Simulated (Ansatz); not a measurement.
# CaO (Lime, Fm-3m): the dielectric response against the k mesh

Aim: how dense a k mesh do ε∞ and the zone-centre modes of CaO (Lime, Fm-3m) need?

Calculated with Ansatz 0.2.0; DFT LDA, scalar-relativistic, plane waves, PAW; PAW set soft_1.

### Step 1. The starting structure

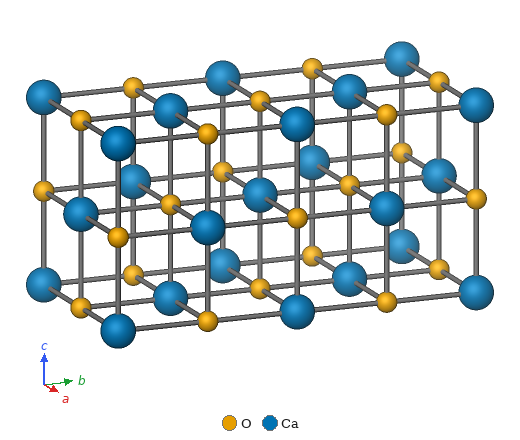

The cell as given, slightly off an axis (oxygen orange, calcium blue). 1×2×1 cells are drawn. This picture shows the conventional cell, with its axes. Some periodic images of atoms are drawn too.

Structure file:

```cif
data_structure
_symmetry_space_group_name_H-M 'Fm-3m'
_symmetry_Int_Tables_number 225
_cell_length_a 4.8130
_cell_length_b 4.8130
_cell_length_c 4.8130
_cell_angle_alpha 90.000
_cell_angle_beta 90.000
_cell_angle_gamma 90.000
_cell_volume 111.49
loop_
_atom_site_label
_atom_site_type_symbol
_atom_site_symmetry_multiplicity
_atom_site_Wyckoff_symbol
_atom_site_fract_x
_atom_site_fract_y
_atom_site_fract_z
_atom_site_occupancy
O1 O 4 b 0.50000 0.00000 0.00000 1
Ca1 Ca 4 a 0.00000 0.00000 0.00000 1
```

### Step 2. Relaxation

Harmonic phonons are second derivatives at a point where the forces vanish, and they are wanted at zero stress, so atoms and cell are relaxed first.

input.yaml

```yaml
crystal:
  lattice:
    - [0.0, 2.4065, 2.4065]
    - [2.4065, 0.0, 2.4065]
    - [2.4065, 2.4065, 0.0]
  atoms:
    - { symbol: O, position: [0.5, 0.5, 0.5] }
    - { symbol: Ca, position: [0.0, 0.0, 0.0] }
kpoints:
  mp_grid: { grid: [8, 8, 8] }
hamiltonian:
  xc: lda
  pseudopotentials: { kind: paw, azcp: { folder: soft_1 }, xc_functional: pbe }
scf:
  occupations: { method: gaussian, width: 0.02 }
output:
  forces: true
  stress: true
  eigenvalues: true
relax:
  adjacent_minimum: "off"
  f_tol: 0.005
  max_steps: 80
  cell: { stress_tol: 0.05 }
```

Launch:

```console
> ansatz run input.yaml --threads 4 --pin off --max-ram 10240MiB --backend cpu --events-out ev --progress --plain --runs-dir out
```

Numbers of over 12 decimals in the logs are rounded to 6 here.

The program printed:

```text
Engine: ansatz 0.2.0, x86_64-unknown-linux-gnu
Pseudopotentials: kind: paw
Pseudopotential: O, paw, valence charge 6, recommended cutoff 420 eV (normal), soft_1/O.paw.azcp
Pseudopotential: Ca, paw, valence charge 10, recommended cutoff 420 eV (normal), soft_1/Ca.paw.azcp
Functional definition: SPW92
  exchange = slater_x
  correlation = pw_c
Crystal: 2 atoms, lattice volume = 27.873 Å³
Basis set: ecut = 420 eV, 537 PW (Γ)
Bands: 12, of which v1, the nominal top of the filled ones, is band 8 counted from 1 (7 counted from 0)
Symmetry: 48 space group operations
Space group: Fm-3m (ITA 225), of the structure as read, at distance tolerance 3.0e-5 Å
k-points: 29 of 512
Non-local potential: O, projectors of the file, l = 0: 2, l = 1: 2, l = 2: 1
Non-local potential: Ca, projectors of the file, l = 0: 3, l = 1: 2, l = 2: 2
PAW form: soft (Blöchl's): semilocal exchange-correlation on the pseudo side does not see the compensation charge
PAW frozen core: O, regenerated for the run's functional, and the local potential with it (the file was generated under x = pbe(κ = 0.804, μ = 0.219515), c = pbe(β = 0.066725))
PAW frozen core: Ca, regenerated for the run's functional, and the local potential with it (the file was generated under x = pbe(κ = 0.804, μ = 0.219515), c = pbe(β = 0.066725))
PAW one-centre angular grid: O, 110 points (default); XC on 64 Gauss nodes
PAW one-centre angular grid: Ca, 110 points (default); XC on 64 Gauss nodes
Initial density: superposition of atomic densities (chi_scale 0.1, normalization cell, long waves kept (reshape's long-wave potential 0.00 eV rms))
Initial wavefunctions: pseudopotential atomic-orbital guess
Functional: x = slater, c = lda
SCF iter   1: F=—  HF=-2332.394862 eV  |F-HF|=—  |Δ(HF+E_count)|=         —  Δρ=1.15e-1  dr2=3.36e0  ethr=3.10e-3  ⟨swp⟩=7.2  Hψ=2448  notcnv=0
preconditioner: auto → none  [insulator: Δε(μ)=1.763 eV  Ē_g=17.369 eV  σ=0.020 eV  W_gap=1.00  n_scr=8 (ndim 8)  ℏωp=26.3 eV  f_vac=0.000  D(μ)=0.00/eV (n_scr^D=0)  ε∞_Penn≈3.3]
SCF iter   2: F=—  HF=-2331.595630 eV  |F-HF|=—  |Δ(HF+E_count)|=   7.99e-1  Δρ=2.03e-2  dr2=1.05e-1  ethr=3.10e-3  ⟨swp⟩=2.8  Hψ=962  notcnv=0
SCF iter   3: F=—  HF=-2331.597726 eV  |F-HF|=—  |Δ(HF+E_count)|=   2.10e-3  Δρ=9.25e-3  dr2=1.98e-2  ethr=6.59e-4  ⟨swp⟩=2.1  Hψ=466  notcnv=0
SCF iter   4: F=—  HF=-2331.603963 eV  |F-HF|=—  |Δ(HF+E_count)|=   6.24e-3  Δρ=7.47e-4  dr2=1.51e-4  ethr=1.24e-4  ⟨swp⟩=2.6  Hψ=551  notcnv=0
SCF iter   5: F=—  HF=-2331.603936 eV  |F-HF|=—  |Δ(HF+E_count)|=   2.74e-5  Δρ=1.42e-4  dr2=4.99e-6  ethr=9.42e-7  ⟨swp⟩=2.1  Hψ=666  notcnv=0
SCF iter   6: F=—  HF=-2331.603935 eV  |F-HF|=—  |Δ(HF+E_count)|=   2.90e-7  Δρ=3.46e-5  dr2=3.15e-7  ethr=3.12e-8  ⟨swp⟩=2.0  Hψ=435  notcnv=0
SCF iter   7: F=-2331.603935 eV  HF=-2331.603935 eV  |F-HF|=1.44e-8  |Δ(HF+E_count)|=   6.87e-8  Δρ=7.20e-6  dr2=1.57e-8  ethr=6.25e-10  ⟨swp⟩=4.8  Hψ=1470  notcnv=0
SCF 1 converged in 7 iterations: F = -2331.603935 eV  dr2 = 1.57e-8
  greatest PAW one-centre occupation: 0.996 electrons in one spin orbital (limit 2), on the Ca atom at site 1 (counted from 0), in its partial waves of l = 0
relax step   1: F+E_penalty+E_count = -2331.60393523 eV  Δ(F+E_penalty+E_count) = +0.000e0 eV  max|allowed force component| = 5.851e-29 eV/Å  Δτ_max = 0.0000 Å  P = -7.418 GPa  Ω = 27.873 Å³  (7 SCF iters, dr2 threshold 1.00e-7 eV, accepted)
Crystal: 2 atoms, lattice volume = 25.711 Å³
Basis set: ecut = 420 eV, 531 PW (Γ)
Initial density: handed on by an earlier stage of this run
Initial wavefunctions: those handed on with the density
iter 1 solved again at ethr=2.12e-5 eV; its pass at ethr=3.10e-3 eV (dr2=3.39e-3 eV) is discarded
SCF iter   1: F=—  HF=-2331.650132 eV  |F-HF|=—  |Δ(HF+E_count)|=         —  Δρ=4.23e-3  dr2=3.38e-3  ethr=2.12e-5  ⟨swp⟩=1.2  Hψ=2550  notcnv=0
preconditioner: auto → none  [insulator: Δε(μ)=3.435 eV  Ē_g=18.198 eV  σ=0.020 eV  W_gap=1.00  n_scr=8 (ndim 8)  ℏωp=27.4 eV  f_vac=0.000  D(μ)=0.00/eV (n_scr^D=0)  ε∞_Penn≈3.3]
SCF iter   2: F=—  HF=-2331.649264 eV  |F-HF|=—  |Δ(HF+E_count)|=   8.69e-4  Δρ=1.56e-3  dr2=5.34e-4  ethr=2.11e-5  ⟨swp⟩=2.9  Hψ=684  notcnv=0
SCF iter   3: F=—  HF=-2331.649317 eV  |F-HF|=—  |Δ(HF+E_count)|=   5.35e-5  Δρ=1.59e-3  dr2=4.87e-4  ethr=3.34e-6  ⟨swp⟩=2.7  Hψ=638  notcnv=0
SCF iter   4: F=—  HF=-2331.649232 eV  |F-HF|=—  |Δ(HF+E_count)|=   8.53e-5  Δρ=3.18e-4  dr2=1.31e-5  ethr=3.04e-6  ⟨swp⟩=2.0  Hψ=445  notcnv=0
SCF iter   5: F=—  HF=-2331.649236 eV  |F-HF|=—  |Δ(HF+E_count)|=   4.56e-6  Δρ=3.61e-5  dr2=1.24e-7  ethr=1.25e-9  ⟨swp⟩=3.0  Hψ=1384  notcnv=0
SCF iter   6: F=-2331.649236 eV  HF=-2331.649236 eV  |F-HF|=1.74e-10  |Δ(HF+E_count)|=   5.68e-8  Δρ=1.69e-6  dr2=3.39e-10  ethr=7.78e-10  ⟨swp⟩=2.4  Hψ=1102  notcnv=0
SCF 2 converged in 6 iterations: F = -2331.649236 eV  dr2 = 3.39e-10
relax step   2: F+E_penalty+E_count = -2331.64923646 eV  Δ(F+E_penalty+E_count) = -4.530e-2 eV  max|allowed force component| = 1.611e-30 eV/Å  Δτ_max = 0.0000 Å  P = +2.123 GPa  Ω = 25.711 Å³  energy of the carried Pulay correction = +5.052e-3 eV  (6 SCF iters, dr2 threshold 2.00e-7 eV, accepted)
Crystal: 2 atoms, lattice volume = 26.163 Å³
iter 1 solved again at ethr=1.43e-6 eV; its pass at ethr=3.10e-3 eV (dr2=2.29e-4 eV) is discarded
SCF iter   1: F=—  HF=-2331.650836 eV  |F-HF|=—  |Δ(HF+E_count)|=         —  Δρ=1.03e-3  dr2=2.01e-4  ethr=1.43e-6  ⟨swp⟩=1.7  Hψ=2496  notcnv=0
preconditioner: auto → none  [insulator: Δε(μ)=3.448 eV  Ē_g=18.123 eV  σ=0.020 eV  W_gap=1.00  n_scr=8 (ndim 8)  ℏωp=27.2 eV  f_vac=0.000  D(μ)=0.00/eV (n_scr^D=0)  ε∞_Penn≈3.2]
SCF iter   2: F=—  HF=-2331.650791 eV  |F-HF|=—  |Δ(HF+E_count)|=   4.46e-5  Δρ=4.22e-4  dr2=4.54e-5  ethr=1.26e-6  ⟨swp⟩=2.8  Hψ=636  notcnv=0
SCF iter   3: F=—  HF=-2331.650789 eV  |F-HF|=—  |Δ(HF+E_count)|=   1.98e-6  Δρ=4.00e-4  dr2=3.09e-5  ethr=2.84e-7  ⟨swp⟩=2.1  Hψ=458  notcnv=0
SCF iter   4: F=—  HF=-2331.650784 eV  |F-HF|=—  |Δ(HF+E_count)|=   4.98e-6  Δρ=7.62e-5  dr2=7.38e-7  ethr=1.93e-7  ⟨swp⟩=2.0  Hψ=435  notcnv=0
SCF iter   5: F=-2331.650785 eV  HF=-2331.650785 eV  |F-HF|=7.73e-10  |Δ(HF+E_count)|=   1.92e-7  Δρ=7.87e-6  dr2=5.31e-9  ethr=1.25e-9  ⟨swp⟩=5.0  Hψ=1605  notcnv=0
SCF 3 converged in 5 iterations: F = -2331.650785 eV  dr2 = 5.31e-9
relax step   3: F+E_penalty+E_count = -2331.65078455 eV  Δ(F+E_penalty+E_count) = -1.548e-3 eV  max|allowed force component| = 5.325e-30 eV/Å  Δτ_max = 0.0000 Å  P = -0.217 GPa  Ω = 26.163 Å³  energy of the carried Pulay correction = +3.964e-3 eV  (5 SCF iters, dr2 threshold 2.00e-7 eV, accepted)
[...]
relax step   4: F+E_penalty+E_count = -2331.65091616 eV  Δ(F+E_penalty+E_count) = -1.316e-4 eV  max|allowed force component| = 5.732e-29 eV/Å  Δτ_max = 0.0000 Å  P = -0.005 GPa  Ω = 26.120 Å³  energy of the carried Pulay correction = +4.066e-3 eV  (4 SCF iters, dr2 threshold 1.18e-7 eV, accepted)
[...]
relax step   5: F+E_penalty+E_count = -2331.64799576 eV  Δ(F+E_penalty+E_count) = +2.920e-3 eV  max|allowed force component| = 6.048e-29 eV/Å  Δτ_max = 0.0000 Å  P = -0.211 GPa  Ω = 26.120 Å³  stress off target by 2.11e-1 GPa  SCF on the basis re-selected at this cell (its energy is not comparable with the rows above)  (7 SCF iters)
[...]
relax step   6: F+E_penalty+E_count = -2331.64812393 eV  Δ(F+E_penalty+E_count) = -1.282e-4 eV  max|allowed force component| = 1.348e-29 eV/Å  Δτ_max = 0.0000 Å  P = +0.001 GPa  Ω = 26.078 Å³  energy of the carried Pulay correction = +1.005e-4 eV  (4 SCF iters, dr2 threshold 1.11e-7 eV, accepted)
iter 1 solved again at ethr=1.74e-6 eV; its pass at ethr=3.10e-3 eV (dr2=2.78e-4 eV) is discarded
SCF iter   1: F=—  HF=-2331.648077 eV  |F-HF|=—  |Δ(HF+E_count)|=         —  Δρ=8.53e-6  dr2=1.05e-8  ethr=1.74e-6  ⟨swp⟩=2.3  Hψ=3244  notcnv=0
eigensolver tolerance schedule: the retry pair's looser diagonalisation over-reported the residual by 26568.74 of it (diagonalisation noise at an unbounded share of the residual, at the tolerance the schedule requests for it); recorded, not acted on — ethr = c·dr2/N_el stays at c = 1.0e-1
SCF iter   2: F=—  HF=-2331.648079 eV  |F-HF|=—  |Δ(HF+E_count)|=   1.96e-6  Δρ=8.63e-6  dr2=1.69e-8  ethr=6.55e-11  ⟨swp⟩=3.0  Hψ=680  notcnv=0
SCF iter   3: F=—  HF=-2331.648079 eV  |F-HF|=—  |Δ(HF+E_count)|=   3.26e-9  Δρ=2.85e-6  dr2=9.14e-10  ethr=6.55e-11  ⟨swp⟩=2.0  Hψ=439  notcnv=0
SCF iter   4: F=—  HF=-2331.648079 eV  |F-HF|=—  |Δ(HF+E_count)|=  3.09e-10  Δρ=1.67e-6  dr2=6.28e-10  ethr=5.71e-12  ⟨swp⟩=2.0  Hψ=570  notcnv=0
SCF iter   5: F=—  HF=-2331.648079 eV  |F-HF|=—  |Δ(HF+E_count)|=  1.54e-10  Δρ=7.96e-7  dr2=1.43e-10  ethr=3.92e-12  ⟨swp⟩=1.9  Hψ=494  notcnv=0
SCF iter   6: F=-2331.648079 eV  HF=-2331.648079 eV  |F-HF|=4.55e-13  |Δ(HF+E_count)|=  4.23e-11  Δρ=6.98e-8  dr2=9.65e-13  ethr=1.00e-12  ⟨swp⟩=3.4  Hψ=1445  notcnv=0
SCF 7 converged in 6 iterations: F = -2331.648079 eV  dr2 = 9.65e-13
relax step   7: F+E_penalty+E_count = -2331.64807873 eV  Δ(F+E_penalty+E_count) = +4.520e-5 eV  max|allowed force component| = 4.043e-30 eV/Å  Δτ_max = 0.0000 Å  P = -0.003 GPa  Ω = 26.078 Å³  stress off target by 2.75e-3 GPa  SCF on the basis re-selected at this cell (its energy is not comparable with the rows above)  (6 SCF iters)
basis re-selected at this cell: Δ(F+E_penalty+E_count) = +4.520e-5 eV, ΔP = -0.004 GPa vs the last step (what re-selecting the basis moved, of the pressure what is left beyond the Pulay correction that the steps carried, after the strain that the cell walked since its last selection, with what the two solves' SCF thresholds leave and, on support functions, any second-order correction that the steps lacked; it is no m [...]
SCF converged after 6 iterations
Free energy (F): -2331.648079 eV
Harris-Foulkes:  -2331.648079 eV  (|F-HF|=4.55e-13)
Internal energy: -2331.648079 eV  (E = F + TS)
E sigma→0 (E₀):  -2331.648079 eV
Fermi energy:    9.732088 eV
--- Per-component energies (eV) ---
  E_band       = -91.442278
  E_kinetic    = 425.273868
  E_local      = -860.332084  (includes V_loc(G=0)·N_el)
  E_nonlocal   = 147.946586
  E_hartree    = 282.393564
  E_xc         = -198.969510
  E_vxc        = -251.549526  (∫ρ·V_xc dr)
  E_paw        = -974.639263  (= ΣΔE_a)
  E_vpaw       = -117.569034  (= ΣTr[D̂ρ^β])
  E_aug_tail   = 0.000787  (compensation charges beyond the density's cutoff)
  E_ewald      = -1153.702114
  E_core_change = 0.380088  (= ΣΔE_core)
  E_smearing   = -0.000000  (= −TS)
  E_closure    = -0.000000  (closes the sum)
  Σ components = -2331.648079   (vs F -2331.648079, Δ=0.00e0)
--- Forces (eV/Å), atoms counted from 1 ---
  atom   1  O      0.00000000    -0.00000000     0.00000000
  atom   2  Ca    -0.00000000    -0.00000000    -0.00000000
  max |Σ_I F_I| component: 6.64e-30 eV/Å
--- Stress (GPa, compression-positive) ---
       -0.002748      -0.000000      -0.000000
       -0.000000      -0.002748      -0.000000
       -0.000000      -0.000000      -0.002748
  P = ⅓ Tr σ = -0.0027 GPa (-0.027 kbar)
--- Band table (eV; the first three rows and the last of 29) ---
  k-point 0: bands = [... 4 lower, -7.3202, 8.0078, 8.0078, 8.0078, 13.0990, 14.2775, 14.2775, 14.2775]
  k-point 1: bands = [... 4 lower, -7.0142, 7.4393, 7.7681, 7.7681, 13.7918, 14.2416, 14.5682, 14.5682]
  k-point 2: bands = [... 4 lower, -6.4388, 6.3622, 7.2602, 7.2602, 14.3292, 15.2787, 15.3343, 15.3343]
  k-point 28: bands = [... 4 lower, -6.5413, 6.5980, 6.9379, 6.9379, 14.3960, 14.3960, 16.8291, 17.9781]
--- Relaxed structure (5 steps of the walk, 5 accepted, 2 SCFs on fresh bases) ---
  F+E_penalty+E_count = -2331.64807873 eV   max|allowed force component| = 4.043e-30 eV/Å   (the final SCF, on the basis selected at the relaxed cell)
  cell:  # Å, volume = 26.0779 Å³
    - [0, 2.353681, 2.353681]
    - [2.353681, 0, 2.353681]
    - [2.353681, 2.353681, 0]
  atoms:
    - { symbol: O, position: [0.5, 0.5, 0.5] }
    - { symbol: Ca, position: [0, 0, 0] }
```

Wall time 1.8 s (4 threads of AMD EPYC 7B13 (Zen 3), shared host); peak memory 0.34 GiB.

Step by step:

```csv
step,energy less that of the first step (eV),largest force component (eV/Å),pressure (GPa),volume (Å³)
1,0.0000,0.0000,-7.42,27.87
2,-0.0453,0.0000,2.12,25.71
3,-0.0468,0.0000,-0.22,26.16
4,-0.0470,0.0000,-0.01,26.12
5*,-0.0441,0.0000,-0.21,26.12
6,-0.0442,0.0000,0.00,26.08
7*,-0.0441,0.0000,0.00,26.08
```

Relaxation steps marked * repeat the geometry before them on a plane-wave basis chosen anew for their cell, so energy and pressure can jump there.

The run keeps the 48 symmetry operations that it works with, so distortions that break them were not tested.

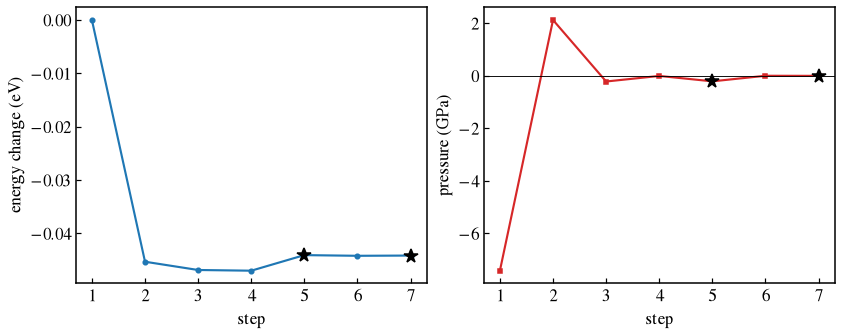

Energy and pressure along the relaxation. Stars mark steps on a basis chosen anew.

```csv
"conventional cell, symmetrised",before,after,change
a (Å),4.813,4.707,-2.2 %
b (Å),4.813,4.707,-2.2 %
c (Å),4.813,4.707,-2.2 %
volume (Å³/atom),13.94,13.04,-6.4 %
```

The relaxed structure:

```
O Ca
1.0
     0.00000    2.35368    2.35368
     2.35368    0.00000    2.35368
     2.35368    2.35368    0.00000
O Ca
1 1
Direct
  0.50000 0.50000 0.50000
  0.00000 0.00000 0.00000
```

This step gave:

```
pressure          : -0.002748 GPa
gap on the k-mesh : 3.449 eV
volume per atom   : 13.04 Å³
```

In this step the volume went from 13.94 to 13.04 Å³/atom.

### Step 3. Tight relaxation

Phonons need small forces and stress, so the relaxation is finished with tight tolerances on 8×8×8 k points.

input.yaml, the sections that differ from step 2:

```yaml
crystal:
  lattice:
    - [0.0, 2.3536805473, 2.3536805473]
    - [2.3536805473, 0.0, 2.3536805473]
    - [2.3536805473, 2.3536805473, 0.0]
  atoms:
    - { symbol: O, position: [0.5, 0.5, 0.5] }
    - { symbol: Ca, position: [0.0, 0.0, 0.0] }
scf:
  occupations: { method: fixed }
relax:
  adjacent_minimum: "off"
  f_tol: 0.001
  max_steps: 60
  cell: { stress_tol: 0.01 }
# kpoints, hamiltonian, output: as in step 2
```

The program printed:

```text
[...]
Crystal: 2 atoms, lattice volume = 26.078 Å³
Basis set: ecut = 420 eV, 531 PW (Γ)
Bands: 12, of which v1, the nominal top of the filled ones, is band 8 counted from 1 (7 counted from 0)
Symmetry: 48 space group operations
[...]
k-points: 29 of 512
[...]
k-point 28: bands = [... 4 lower, -6.5413, 6.5980, 6.9379, 6.9379, 14.3960, 14.3960, 16.8291, 17.9781]
--- Relaxed structure (1 steps of the walk, 1 accepted, 1 SCFs on fresh bases) ---
[...]
cell:  # Å, volume = 26.0779 Å³
    - [0.0, 2.3536805473, 2.3536805473]
    - [2.3536805473, 0.0, 2.3536805473]
    - [2.3536805473, 2.3536805473, 0.0]
  atoms:
    - { symbol: O, position: [0.5, 0.5, 0.5] }
    - { symbol: Ca, position: [0.0, 0.0, 0.0] }
[key lines of the parts left out:]
SCF converged after 6 iterations
Free energy (F): -2331.648079 eV
Fermi energy:    8.007814 eV
P = ⅓ Tr σ = -0.0028 GPa (-0.028 kbar)
```

It took 0.65 s on 4 threads; peak memory 0.33 GiB.

Little changed from the start: no atom moved by 0.005 Å and no cell edge by 0.1 %.

Numbers from this step:

- pressure: -0.002752 GPa

The forces vanish by symmetry and the pressure is -0.003 GPa, within the tolerances set. The cell now holds 13.04 Å³/atom.

(Part 1 of 2 ends here.)

[Logs are printed without paths, hosts, clocks, repeated set-up lines and the standing remarks that a program may print on its own settings, such as how far it seeks lower states.]

[Hosts, paths, dates, database ids (printed as entryN), source tags and the programs' standing remarks are cut or masked in the printed files.]
